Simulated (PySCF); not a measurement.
Cl$_{2}$Zn.

Level of theory: CAM-B3LYP/def2-SVPD (PySCF), at a geometry from GFN2-xTB. No frequency check shows the geometry to be a minimum. GFN2-xTB bond lengths at metals and heavier atoms can be off by up to 0.1 Å and shapes distorted, which carries into these values.

The calculation's input:

```python
import numpy as np
from pyscf import gto, scf, dft
from pyscf.scf import atom_ks, atom_hf
from scipy.linalg import block_diag

def solve(mol, dm0=None, hcore=None):
    mf = (dft.UKS if mol.spin else dft.RKS)(mol, xc='camb3lyp')
    mf.grids.level = 3
    mf = mf.density_fit(auxbasis='def2-universal-jkfit')
    mf.conv_tol, mf.max_cycle = 1e-8, 80
    if hcore is not None:
        mf.get_hcore = lambda *args: hcore
    mf.kernel(dm0)
    if not mf.converged:
        mf = mf.newton().run(mf.mo_coeff, mf.mo_occ, max_cycle=30)
    assert mf.converged, 'SCF not converged'
    return mf

mol = gto.M(atom='''
Zn     0.00016     0.00966     0.00000
Cl     2.14469    -0.00853     0.00000
Cl    -2.14497    -0.00852     0.00000
''', basis='def2-svpd', charge=0, spin=0, verbose=4)
mf = solve(mol)
mf.analyze()
# spherically averaged free atoms, for the promolecule
atm = atom_ks.get_atm_nrks(mol, xc='camb3lyp')
pro = block_diag(*[(atm[a[0]][2] * atm[a[0]][3]) @ atm[a[0]][2].T for a in mol._atom])
np.savez('result.npz', e=mf.e_tot, c=mf.mo_coeff, occ=mf.mo_occ, eps=mf.mo_energy, pro=pro, dip=mf.dip_moment(verbose=0), s2=mf.spin_square()[0])
```

Command:

```sh
OMP_NUM_THREADS=1 python input.py
```

The run took 17 s on 1 thread of Intel(R) Xeon(R) Processor @ 2.50GHz (Skylake/Cascade Lake) (shared host), peak memory 0.34 GiB.

Partitions, critical points and surface values were worked out afterwards from this run's density.

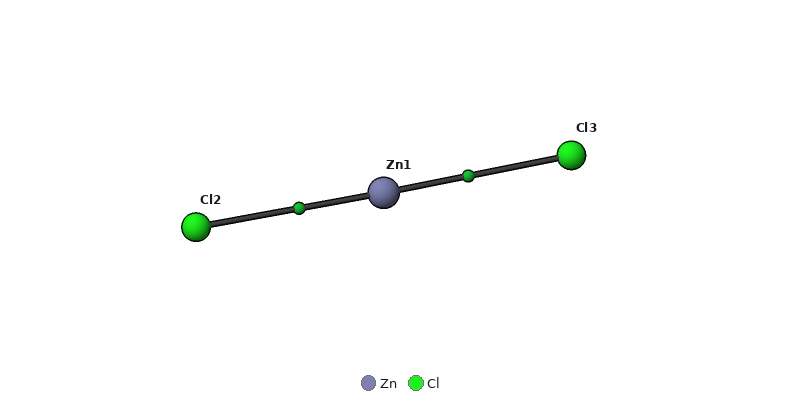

Molecular graph of the electron density (QTAIM): bond paths, bond critical points (green), ring points (magenta, if any); weak paths are dashed.

How many critical points of each kind are there, and does the count close?

Answer. 3 nuclei, 2 bond, 0 ring and 0 cage critical points: 3 − 2 + 0 − 0 = 1, as the Poincaré–Hopf relation requires.

Give the properties at the bond critical points.

Answer.
| bond | length (Å) | ρ (a.u.) | ∇²ρ (a.u.) | ε | H (a.u.) |
| --- | --- | --- | --- | --- | --- |
| Zn1–Cl2 (2 alike) | 2.145 | 0.085 | +0.31 | 0.00 | −0.014 |

What kind of interaction is Zn1–Cl2?

Answer. Polar or intermediate (positive Laplacian, negative energy density H): ρ = 0.085, ∇²ρ = +0.31, H = −0.014 a.u.
